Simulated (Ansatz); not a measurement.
# C3H6FIn: what the fields show

Input

```
crystal:
  periodic: [false, false, false]
  atoms:
    - symbol: C
      position_ang: [-1.258020, -0.431643, -0.032712]
    - symbol: C
      position_ang: [0.082523, 0.230368, 0.163075]
    - symbol: C
      position_ang: [0.592772, 1.052120, -0.977394]
    - symbol: F
      position_ang: [-0.080518, 1.101375, 1.318226]
    - symbol: In
      position_ang: [0.828424, 3.154334, -0.012395]
    - symbol: H
      position_ang: [-2.006859, 0.309124, -0.353789]
    - symbol: H
      position_ang: [-1.610650, -0.905248, 0.895317]
    - symbol: H
      position_ang: [-1.182597, -1.201424, -0.814781]
    - symbol: H
      position_ang: [0.826597, -0.503865, 0.512714]
    - symbol: H
      position_ang: [1.558628, 0.695654, -1.368005]
    - symbol: H
      position_ang: [-0.120620, 1.106578, -1.816691]
basis:
  gaussian: {orbitals: def2-SVPD}
hamiltonian: {xc: {name: PBE0}}
output: {forces: true, orbitals: {seedname: orbitals}}
```

Command:

```sh
ansatz run input.yaml --threads 2 --pin off --max-ram 4350MiB --events-out events.jsonl --progress --plain --runs-dir runs
```

Geometry: PBE0-D3(BJ)/def2-SVP; core potentials replace the inner electrons of In.

Level of theory: isolated molecule in a Gaussian basis; Kohn-Sham density functional theory, functional PBE0 in Ansatz.

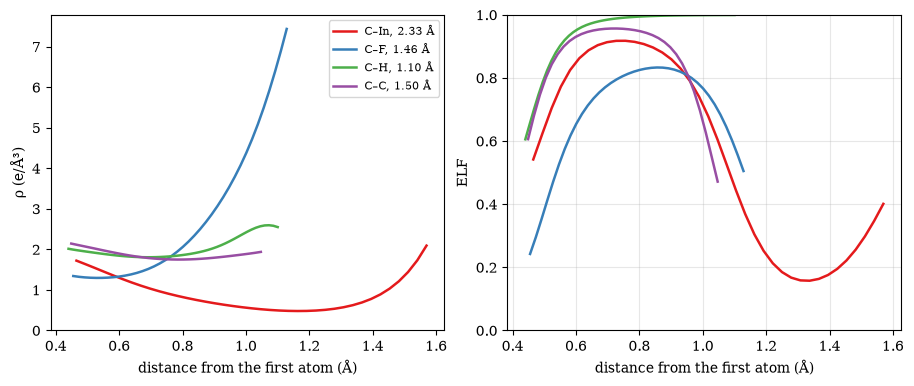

Figure 1. Electron density and electron localisation function along straight lines between neighbouring atoms. The curves leave out the atomic cores.

Q: What can be read from the curves?

A: C–In (2.33 Å): ρ is about 0.48 e/Å³ halfway; the ELF peaks at about 0.90 in the valence shell of C, 0.8 Å from its nucleus, and drops to about 0.15 between the two atoms.
C–F (1.46 Å): the density is about 1.7 e/Å³ at the midpoint, with its minimum of 1.3 e/Å³ about 0.5 Å from C; the ELF peaks at about 0.85 between the atoms; a polar covalent bond.
C–H (1.10 Å): ρ at the midpoint is about 1.9 e/Å³; the ELF climbs to about 1 towards the hydrogen, as it does in any bond to H (a covalent bond by its length).
C–C (1.50 Å): the density is about 1.8 e/Å³ at the midpoint; the ELF peaks at about 0.95 between the atoms, as expected for a shared electron pair.

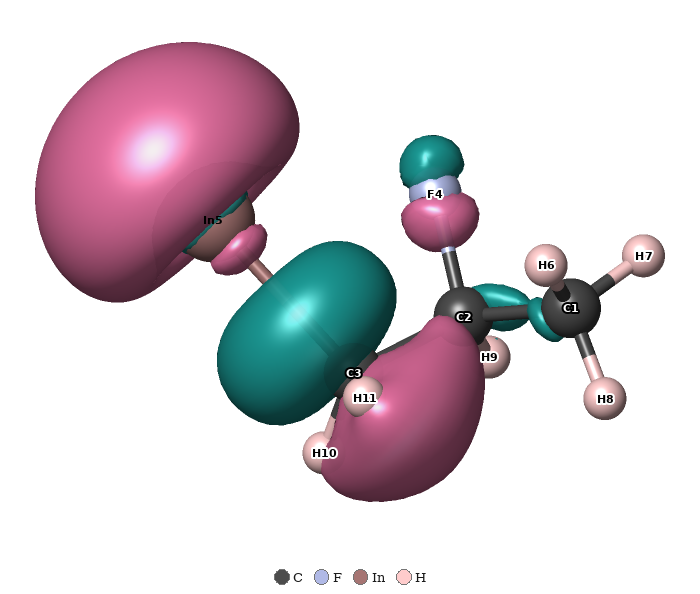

Figure 2. One frontier orbital at ±0.1 Å⁻³ᐟ² (teal and pink are the two phases), seen at a tilt.

Q: Which orbital is it: HOMO or LUMO?

A: The HOMO, at −5.38 eV. It lies mainly on In5 (about 55 %) and C3 (about 30 %).
